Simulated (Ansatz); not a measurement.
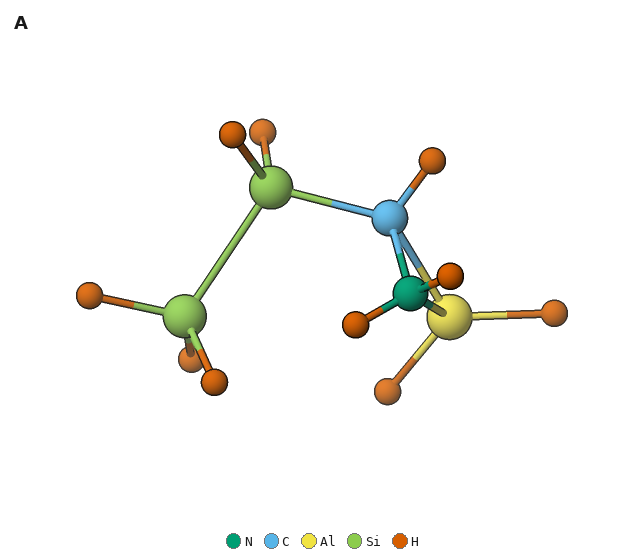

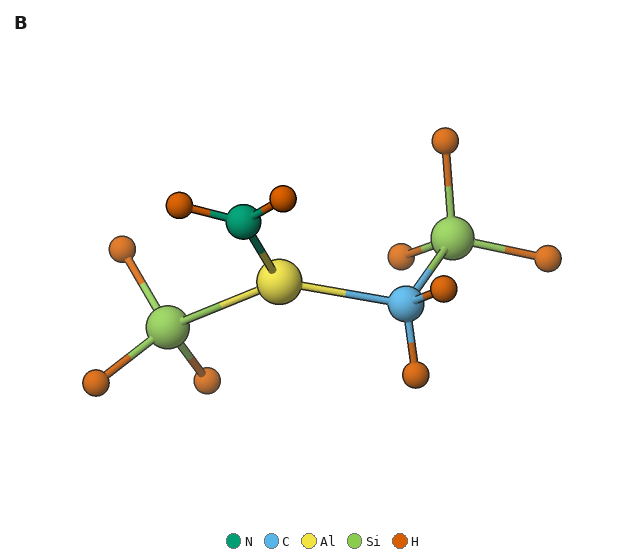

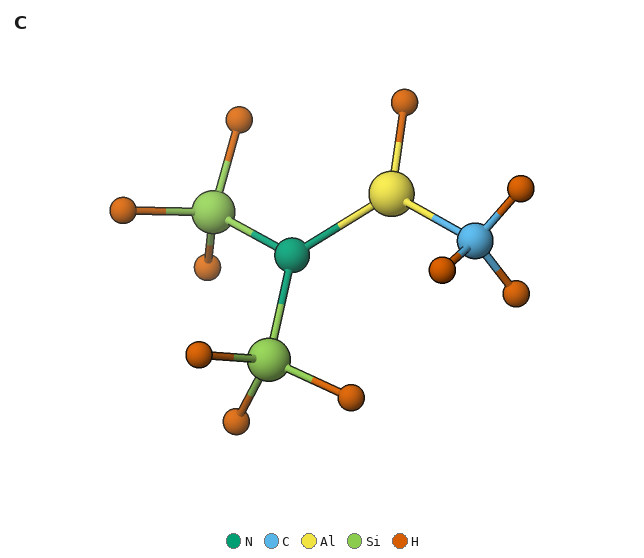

3 stationary structures of one formula. Geometries: PBE-D4/def2-SVP. Electronic energies: PBE-D4/def2-SVP (Ansatz 0.2.0), without zero-point energy. No frequency run is at hand to confirm each as a minimum. Each is one conformer, not always the lowest.

**Which structure is the most stable?**

C is lowest; B lies 13.6 kcal/mol above it, A lies 47.2 kcal/mol above it.
